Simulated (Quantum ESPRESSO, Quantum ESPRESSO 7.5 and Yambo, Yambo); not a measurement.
## Excitons of BN (P6_3/mmc) on ever denser meshes

How far does the k mesh set the exciton binding of BN (P6_3/mmc)?

Calculated with Quantum ESPRESSO 7.5 and Yambo 5.3.0; PBE and many-body steps on it, plane waves.

## Step 1: The starting structure

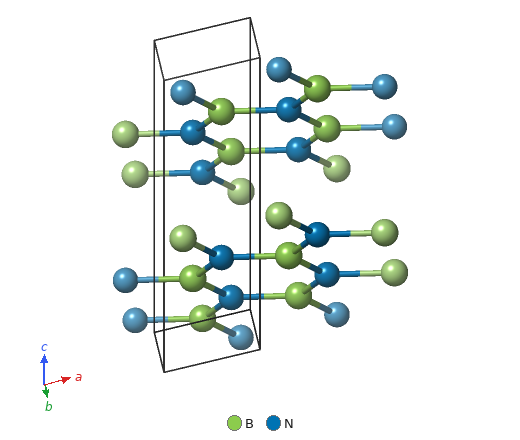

The starting structure, seen from a free direction (boron green, nitrogen blue). 2×2×1 cells are drawn. Some periodic images of atoms are drawn too.

The cell and positions come from the Crystallography Open Database and are kept as given unless a step says otherwise.

## Step 2: Empty states on the mesh, 6×6×2 mesh, 90 bands

This step: Quantum ESPRESSO 7.5; DFT, PBE, plane waves, norm-conserving pseudopotentials.

The sums over transitions need many empty states on a uniform mesh; this step solves for them.

The input, pw.in:

```
&control
  calculation = 'nscf'
  prefix = 'x'
  outdir = 'o'
  pseudo_dir = 'pseudo'
/
&system
  ibrav = 0
  nat = 4
  ntyp = 2
  ecutwfc = 72.0
  nbnd = 90
  force_symmorphic = .true.
/
&electrons
  conv_thr = 1e-9
  electron_maxstep = 80
  diago_full_acc = .true.
  diago_thr_init = 5e-6
/
ATOMIC_SPECIES
  B 10.81 B.upf
  N 14.007 N.upf
CELL_PARAMETERS angstrom
  2.5039900000 0.0000000000 0.0000000000
  -1.2519950000 2.1685189508 0.0000000000
  0.0000000000 0.0000000000 6.6612000000
ATOMIC_POSITIONS crystal
  B 0.3333333333 0.6666666667 0.2500000000
  B 0.6666666667 0.3333333333 0.7500000000
  N 0.3333333333 0.6666666667 0.7500000000
  N 0.6666666667 0.3333333333 0.2500000000
K_POINTS automatic
  6 6 2 0 0 0
```

The run is started by

```bash
OMP_NUM_THREADS=1 mpirun -n 8 pw.x -nk 4 -in pw.in > pw.out
```

Output:

```text
Program PWSCF v.7.5 starts

     This program is part of the open-source Quantum ESPRESSO suite
     for quantum simulation of materials; please cite
         "P. Giannozzi et al., J. Phys.:Condens. Matter 21 395502 (2009);
         "P. Giannozzi et al., J. Phys.:Condens. Matter 29 465901 (2017);
         "P. Giannozzi et al., J. Chem. Phys. 152 154105 (2020);
     in publications or presentations arising from this work. More details at

     Atomic positions and unit cell read from directory:
     o/x.save/

     Message from routine setup:
[...]
98.9302  98.9302

          k = 0.0000 0.1925 0.0000 (  2533 PWs)   bands (ev):

[...]
85.4592  85.6248  86.7855  87.9078  88.2001  88.5944  88.7066  89.6955
    90.5161  91.2107  92.6745  93.3327  94.6897  94.9386  97.7736  97.8364
    97.9892  98.2630

          k = 0.0000 0.1925-0.1880 (  2542 PWs)   bands (ev):

     [... further k-points ...]

     highest occupied, lowest unoccupied level (ev):     4.6985    9.0127

     XML data file, pseudopotentials, collected wavefunctions

=------------------------------------------------------------------------------=
   JOB DONE.
=------------------------------------------------------------------------------=
```

It took 3.8 s on 8 MPI ranks of Arm Neoverse V2, shared host; peak memory 0.42 GiB.

This step gave:

| Quantity | Value |
| --- | --- |
| gap | 4.314 eV |
| k of the valence top | 0.3333, 0.3333, -0.5 |
| k of the conduction bottom | 0, -0.5, 0 |
| least direct gap | 4.670 eV |
| k points computed | 14 |
| lowest point of the top converged band, above the valence top | 87.1117 eV |

On this mesh the gap is 4.314 eV.

The density comes from a self-consistent run that is not shown.

## Step 3: Conversion and set-up

This step: Yambo 5.3.0; conversion and set-up on PBE, plane waves, norm-conserving pseudopotentials.

The states are converted to the many-body program's format and the q mesh is built.

The run is started by

```bash
(cd o/x.save; p2y > p2y.log; mv SAVE ../..); yambo > setup.log
```

Output:

```text
 Yambo, version 5.3.0

 [02] CORE Variables Setup
 =========================

  [02.01] Unit cells
  ==================

  Cell kind             :  HCP
  Atoms in the cell     :  B  N
  number of B  atoms    :  2
  number of N  atoms    :  2

  List of atomic masses
  Mass of B     :  10.81000
  Mass of N     :  14.00700

  List of atomic coordinates    : [cc]
  B1       : -0.23659E-09   2.7319       3.1470      order 1
  B2       :  2.365928  1.365969  9.440883  order 2
  N1       : -0.23659E-09   2.7319       9.4409      order 3
[...]
Q [ 1]         [rlu]:  0.000000  0.000000  0.000000
 Q [ 2]         [rlu]:  0.000000  0.000000 -0.500000
 Q [ 3]         [rlu]:  0.45246E-17  0.16667       0.0000
[...]
Q [ 8]         [rlu]: -0.13574E-16 -0.50000     -0.50000
 Q [ 9]         [rlu]:  0.166667  0.166667  0.000000
 Q [10]         [rlu]:  0.166667  0.166667 -0.500000
 Q [11]         [rlu]:  0.166667  0.333333  0.000000
 Q [12]         [rlu]:  0.166667  0.333333 -0.500000
 Q [13]         [rlu]:  0.333333  0.333333  0.000000
 Q [14]         [rlu]:  0.333333  0.333333 -0.500000

  [03.01] X indexes
  =================

   [03.01.01] Sigma indexes
   ========================

 [06] Game Over & Game summary
```

Run time: 1.7 s. Hardware: 1 MPI rank; peak memory 0.24 GiB.

## Step 4: Screening and self-energy, 6×6×2 mesh, 90 bands, screening to 163.3 eV

G0W0 replaces the xc potential by the self-energy, built once from these orbitals. Only a window of levels is corrected, while the sums run over the empty bands that the input names.

This step: G0W0 on PBE, plane waves, norm-conserving pseudopotentials.

The input, gw1.in:

```
HF_and_locXC
gw0
dyson
ppa
em1d
rim_cut
RandQpts= 1000000
RandGvec= 1 RL
EXXRLvcs= 72 Ry
VXCRLvcs= 288 Ry
Chimod= "HARTREE"
% BndsRnXp
 1 | 90 |
%
NGsBlkXp= 12 Ry
% LongDrXp
 1 | 1 | 1 |
%
% GbndRnge
 1 | 90 |
%
DysSolver= "n"
ExtendOut
PPAPntXp= 27.21138 eV
% QPkrange
 14 | 14 | 7 | 10 |
 7 | 7 | 7 | 10 |
 1 | 1 | 7 | 10 |
%
```

The run is started by

```bash
OMP_NUM_THREADS=1 mpirun -n 8 yambo -F gw1.in -J gw1 -C gw1 > gw1.log
```

Output:

```text
 Yambo, version 5.3.0

 [02] CORE Variables Setup
 =========================

  [... cell, symmetries and grids as in the set-up ...]

  [02.05] Energies & Occupations
  ==============================

  [X] === General ===
  [X] Electronic Temperature                        :  0.000000  0.000000 [eV K]
  [X] Bosonic    Temperature                        :  0.000000  0.000000 [eV K]
  [X] Finite Temperature mode                       : no
  [X] El. density                                   :  0.44236E+24 [cm-3]
[...]
QP @ state[ 2 ] b range                          :   7  10
   QP @ state[ 3 ] K range                          :  14  14
   QP @ state[ 3 ] b range                          :   7  10
   GF energies kind                                 : Perdew, Burke & Ernzerhof(X)+Perdew, Burke & Ernzerhof(C)
   GF WF`s kind                                     : Perdew, Burke & Ernzerhof(X)+Perdew, Burke & Ernzerhof(C)
   Xs energies kind                                 : Perdew, Burke & Ernzerhof(X)+Perdew, Burke & Ernzerhof(C)
   Xs WF`s kind                                     : Perdew, Burke & Ernzerhof(X)+Perdew, Burke & Ernzerhof(C)

 [11] Game Over & Game summary
```

Elapsed: 35 s, on 8 MPI ranks; peak memory 2.8 GiB; 4.2 min of CPU time.

This step gave:

```
G0W0 gap on the points computed              : 5.636 eV
starting gap on the mesh                     : 4.314 eV
k of the valence top                         : 0.3333, 0.3333, -0.5
k of the conduction bottom                   : 0, -0.5, 0
least direct G0W0 gap on the computed points : 6.119 eV
```

The gap on the mesh goes from 4.31 eV to 5.64 eV, a correction of +1.32 eV.

The gap opens by 1.322 eV; the next steps shift the empty bands rigidly by 1.450 eV, the correction at the start's least direct gap.

## Step 5: Empty states on the mesh, 6×6×2 mesh, 16 bands

This step: Quantum ESPRESSO 7.5; DFT, PBE, plane waves, norm-conserving pseudopotentials.

Changes to pw.in since step 2:

```diff
@@ -11,3 +11,3 @@
   ecutwfc = 72.0
-  nbnd = 90
+  nbnd = 16
   force_symmorphic = .true.
```

The run is started by

```bash
OMP_NUM_THREADS=1 mpirun -n 8 pw.x -nk 4 -in pw.in > pw.out
```

Output:

```text
[banner, memory and clock lines left out]
Program PWSCF v.7.5 starts

     Atomic positions and unit cell read from directory:
     o/x.save/

     Message from routine setup:
     using ibrav=0 with symmetry is DISCOURAGED, use correct ibrav instead

     bravais-lattice index     =            0
     lattice parameter (alat)  =       4.7319  a.u.
     unit-cell volume          =     244.0871 (a.u.)^3
     number of atoms/cell      =            4
     number of atomic types    =            2
     number of electrons       =        16.00
[...]
k = 0.0000 0.0000-0.1880 (  2518 PWs)   bands (ev):

   -12.9409 -12.9409  -0.5699  -0.5699   3.3741   3.3741   3.3741   3.3741
    12.3076  12.3076  16.4014  16.4014  16.4014  16.4014  17.4724  17.4724

          k = 0.0000 0.1925 0.0000 (  2533 PWs)   bands (ev):

   -12.5439 -12.2744  -0.7552   1.2533   1.3869   1.4251   2.4594   2.5073
    10.8708  14.4851  15.7738  15.8462  16.2924  18.5434  18.5535  18.6558

          k = 0.0000 0.1925-0.1880 (  2542 PWs)   bands (ev):

     [... further k-points ...]

     highest occupied, lowest unoccupied level (ev):     4.6985    9.0127

     XML data file, pseudopotentials, collected wavefunctions
```

The job ended after 1.1 s (8 MPI ranks; peak memory 0.05 GiB; 8.3 s of CPU time).

This step gave:

```yaml
gap: 4.314 eV
k_of_the_valence_top: 0.3333, 0.3333, -0.5
k_of_the_conduction_bottom: 0, -0.5, 0
least_direct_gap: 4.670 eV
k_points_computed: 14
lowest_point_of_the_top_converged_band_above_the_valence_top: 12.77 eV
```

On this mesh the gap is 4.314 eV.

## Step 6: Conversion and set-up

This step: Yambo 5.3.0; conversion and set-up on PBE, plane waves, norm-conserving pseudopotentials.

The run is started by

```bash
(cd o/x.save; p2y > p2y.log; mv SAVE ../..); yambo > setup.log
```

Output:

```text
 Yambo, version 5.3.0

 [02] CORE Variables Setup
 =========================

  [02.01] Unit cells
  ==================

  Cell kind             :  HCP
  Atoms in the cell     :  B  N
  number of B  atoms    :  2
  number of N  atoms    :  2

  List of atomic masses
  Mass of B     :  10.81000
  Mass of N     :  14.00700

  List of atomic coordinates    : [cc]
  B1       : -0.23659E-09   2.7319       3.1470      order 1
  B2       :  2.365928  1.365969  9.440883  order 2
  N1       : -0.23659E-09   2.7319       9.4409      order 3
[...]
Q [ 1]         [rlu]:  0.000000  0.000000  0.000000
 Q [ 2]         [rlu]:  0.000000  0.000000 -0.500000
 Q [ 3]         [rlu]:  0.45246E-17  0.16667       0.0000
[...]
Q [ 8]         [rlu]: -0.13574E-16 -0.50000     -0.50000
 Q [ 9]         [rlu]:  0.166667  0.166667  0.000000
 Q [10]         [rlu]:  0.166667  0.166667 -0.500000
 Q [11]         [rlu]:  0.166667  0.333333  0.000000
 Q [12]         [rlu]:  0.166667  0.333333 -0.500000
 Q [13]         [rlu]:  0.333333  0.333333  0.000000
 Q [14]         [rlu]:  0.333333  0.333333 -0.500000

  [03.01] X indexes
  =================

   [03.01.01] Sigma indexes
   ========================

 [06] Game Over & Game summary
```

Elapsed: 1.7 s, on 1 MPI rank; peak memory 0.24 GiB.

[end of part 1 of 5]

[Paths, hosts, dates, memory and timing lines, banners, echoed tables and standing remarks are left out of the program output.]

[Logs are printed without paths, hosts, clocks, repeated set-up lines and the standing remarks that a program may print on its own settings, such as how far it seeks lower states.]

[Runs of the session that timed out or met a known fault of the program may be left out.]

[Hosts, paths, dates, database ids (printed as entryN), source tags and the programs' standing remarks are cut or masked in the printed files.]
